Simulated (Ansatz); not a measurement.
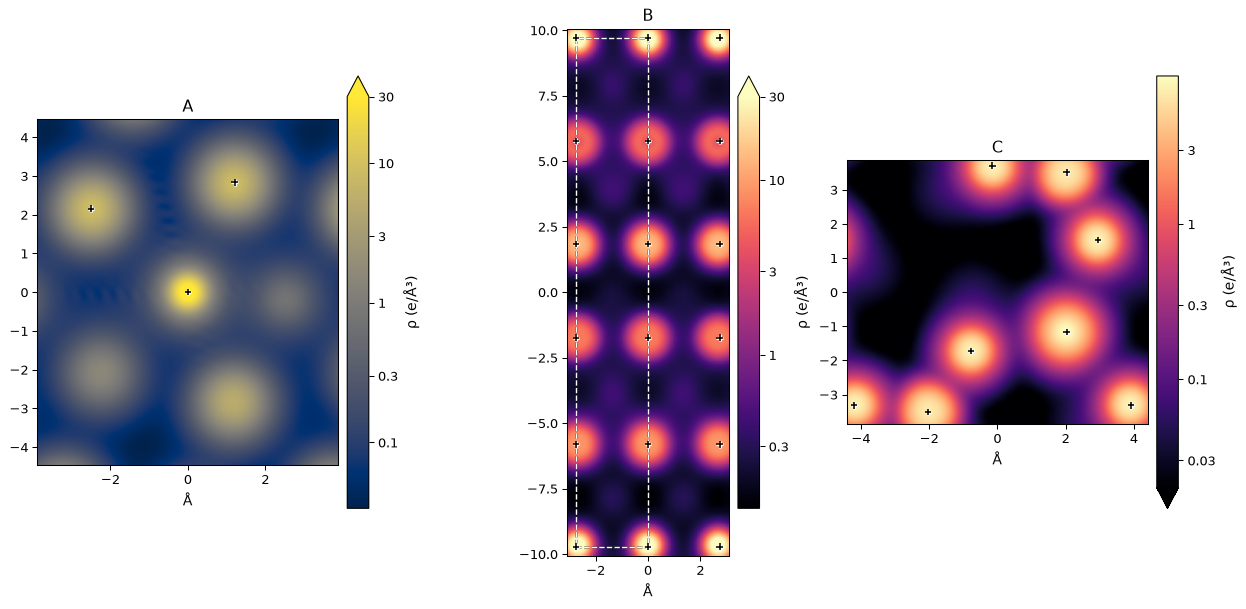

The valence pseudo-density of 3 systems, each on a plane through atoms (crosses mark nuclei in the plane).

Theory: DFT PBE, scalar-relativistic, plane waves, PAW in Ansatz 0.2.0.

System 1: CaTl4O3, the (001) plane of the conventional cell. Space group P-6; a generated structure, not necessarily the stable one.

```cif
data_structure
_symmetry_space_group_name_H-M 'P 1'
_symmetry_Int_Tables_number 1
_cell_length_a 8.1105
_cell_length_b 8.1105
_cell_length_c 3.7267
_cell_angle_alpha 90.000
_cell_angle_beta 90.000
_cell_angle_gamma 120.000
_cell_volume 212.30
loop_
_atom_site_label
_atom_site_type_symbol
_atom_site_fract_x
_atom_site_fract_y
_atom_site_fract_z
_atom_site_occupancy
Ca1 Ca 0.66667 0.33333 0.00000 1
Tl1 Tl 0.20515 0.26089 0.50000 1
Tl2 Tl 0.73911 0.94426 0.50000 1
Tl3 Tl 0.05574 0.79485 0.50000 1
Tl4 Tl 0.33333 0.66667 0.00000 1
O1 O 0.63903 0.05152 0.00000 1
O2 O 0.94848 0.58751 0.00000 1
O3 O 0.41249 0.36097 0.00000 1
```

System 2: NiMoIrPdW, the (010) plane of the conventional cell. Space group I4mm; a structure from a database of computed crystals, not necessarily the ambient phase; a generated structure, not necessarily the stable one; computed without spin polarisation.

```
Ni Mo Pd Ir W
1.0
     2.73992    0.00000    0.00000
     0.00000    2.73992    0.00000
     0.00000    0.00000   19.43209
Ni Mo Pd Ir W
2 2 2 2 2
Cartesian
  0.0000 0.0000 3.8598
  1.3700 1.3700 13.5758
  1.3700 1.3700 2.1224
  0.0000 0.0000 11.8384
  1.3700 1.3700 5.6959
  0.0000 0.0000 15.4120
  0.0000 0.0000 7.7614
  1.3700 1.3700 17.4774
  1.3700 1.3700 9.6313
  0.0000 0.0000 19.3474
```

System 3: Tl2Zn, the (100) plane of the conventional cell. Space group P-1; a generated structure, not necessarily the stable one.

```
Zn Tl
1.0
     5.64987   -0.01317    0.16011
    -0.18060    7.05802    0.13383
    -1.97530   -2.80461    7.91065
Zn Tl
4 8
Cartesian
  4.2156 -0.1932 3.9086
  3.4363 2.3349 3.5810
  -0.7217 4.4334 4.2960
  0.0577 1.9054 4.6236
  1.3953 -0.2827 2.7493
  1.1124 3.1604 1.9803
  3.9340 4.8844 1.5435
  4.2675 1.1987 0.8398
  2.0987 4.5229 5.4553
  2.3816 1.0798 6.2243
  -0.7735 3.0416 7.3648
  -0.4401 -0.6442 6.6611
```

### Match each panel to its system.

Panel A is system 3, Tl2Zn: the plane holds Zn and Tl. Panel B is system 2, NiMoIrPdW: the plane holds Ni, Mo, Pd, Ir and W. Panel C is system 1, CaTl4O3: the plane holds Ca, Tl and O. Ca–O (2.18 Å): ρ is about 0.42 e/Å³ halfway.
